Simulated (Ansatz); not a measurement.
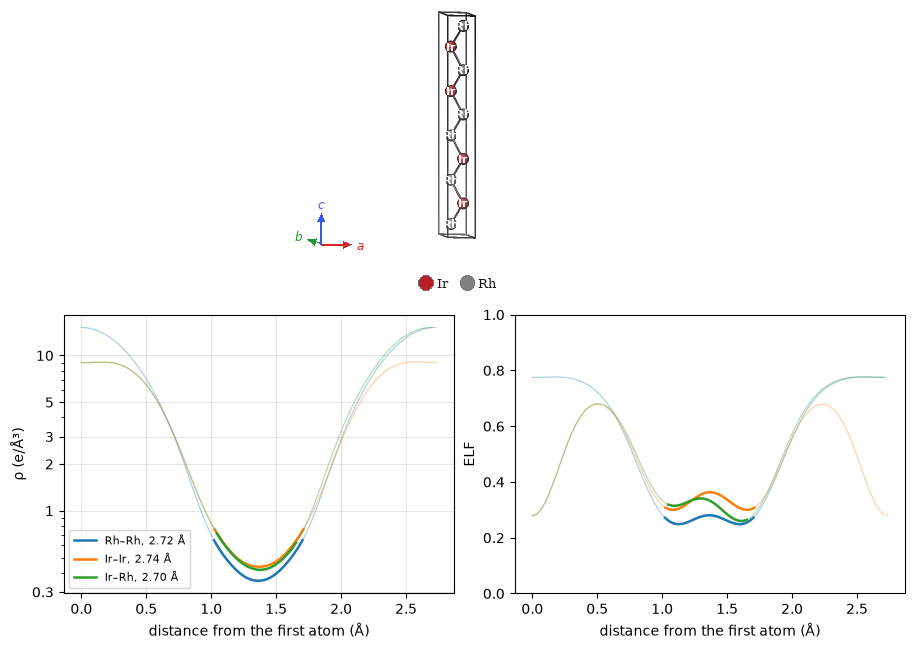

Figure. Ir₂Rh₃. Valence electron density and electron localisation function along straight lines between neighbouring atoms. Thin, pale parts lie inside the atomic spheres. The structure is drawn too.

Space group P6₃/mmc; a structure generated by program, which may or may not match a known phase; computed pressure about −16 GPa in this cell; computed without spin polarisation.

Method: DFT LDA, scalar-relativistic, plane waves, PAW in Ansatz.

Core electrons are frozen (PAW), and the valence fields are smoothed inside the atomic spheres.

Input file:

```
crystal:
  lattice:
    - [2.7352136335, 0.0, 0.0]
    - [-1.3676068167, 2.3687644914, 0.0]
    - [0.0, 0.0, 22.0276905315]
  atoms:
    - { symbol: Ir, position: [0.3333333333, 0.6666666667, 0.6497332326] }
    - { symbol: Ir, position: [0.3333333333, 0.6666666667, 0.8502667674] }
    - { symbol: Ir, position: [0.6666666667, 0.3333333333, 0.1497332326] }
    - { symbol: Ir, position: [0.6666666667, 0.3333333333, 0.3502667674] }
    - { symbol: Rh, position: [0.3333333333, 0.6666666667, 0.0503752589] }
    - { symbol: Rh, position: [0.3333333333, 0.6666666667, 0.25] }
    - { symbol: Rh, position: [0.3333333333, 0.6666666667, 0.4496247411] }
    - { symbol: Rh, position: [0.6666666667, 0.3333333333, 0.5503752589] }
    - { symbol: Rh, position: [0.6666666667, 0.3333333333, 0.75] }
    - { symbol: Rh, position: [0.6666666667, 0.3333333333, 0.9496247411] }
basis:
  ecutwfc: 420
kpoints:
  mp_grid: { grid: [18, 18, 2] }
  band_path:
    path:
      - [[0.0, 0.0, 0.0], [0.5, 0.0, 0.0], [0.33333333, 0.33333333, 0.0], [0.0, 0.0, 0.0], [0.0, 0.0, 0.5], [0.5, 0.0, 0.5], [0.33333333, 0.33333333, 0.5], [0.0, 0.0, 0.5]]
      - [[0.5, 0.0, 0.5], [0.5, 0.0, 0.0]]
      - [[0.33333333, 0.33333333, 0.5], [0.33333333, 0.33333333, 0.0]]
    npoints: 14
hamiltonian:
  xc: lda
scf:
  occupations: { method: gaussian, width: 0.1 }
  n_extra_bands: 25
output:
  forces: true
  stress: true
  eigenvalues: true
  populations: true
  dos: { projected: true, de: 0.02, nscf_kmesh: { grid: [22, 22, 3] } }
  bader: true
  write_density: true
  write_potential: true
  elf: true
  volumetric_format: npy
```

Run with:

```sh
ansatz run input.yaml --threads 1 --pin off --max-ram 2560MiB --backend cpu --events-out ev --progress --plain --runs-dir out
```

Below, planes, directions and counts refer to the conventional cell (a = 2.74 Å, b = 2.74 Å, c = 22.03 Å, α = 90.00°, β = 90.00°, γ = 120.00°).

> What can be read from the curves?

Rh–Rh (2.72 Å): ρ is about 0.35 e/Å³ halfway; the ELF is about 0.30 at the midpoint; no shared electron pair shows on this line.
Ir–Ir (2.74 Å): ρ is about 0.44 e/Å³ halfway; the ELF is about 0.35 at the midpoint; no localised pair shows between them.
Ir–Rh (2.70 Å): ρ is about 0.42 e/Å³ halfway; the ELF is about 0.35 at the midpoint.
